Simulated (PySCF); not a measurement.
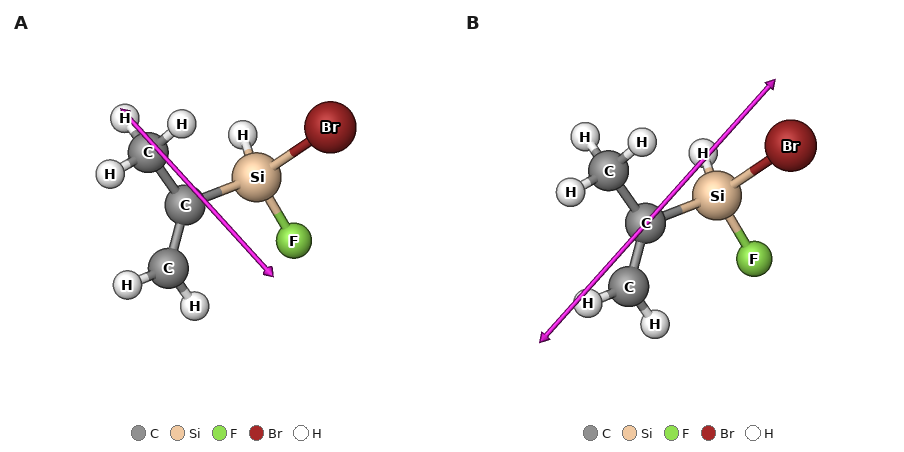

The double arrows show the directions of two transition dipoles from the ground state (lengths mean nothing). Computed geometry: GFN2-xTB optimisation. No frequency run is at hand to confirm it as a minimum. Level of theory: TDDFT CAM-B3LYP/def2-SVPD, vertical, gas phase, core orbitals frozen in the response (PySCF 2.14.0).

Question. One belongs to singlet state 1 and one to singlet state 4. Which is which?

Answer. A: state 4, 7.32 eV (169 nm), oscillator strength 0.020, mainly HOMO−2 → LUMO (weight 0.53).
B: state 1, 6.63 eV (187 nm), oscillator strength 0.025, mainly HOMO−1 → LUMO (weight 0.68).

The geometry is semi-empirical. Around Br, Si such bond lengths and angles can be off by a tenth of an ångström or more and by several degrees, and values that hang on the shape move with them.
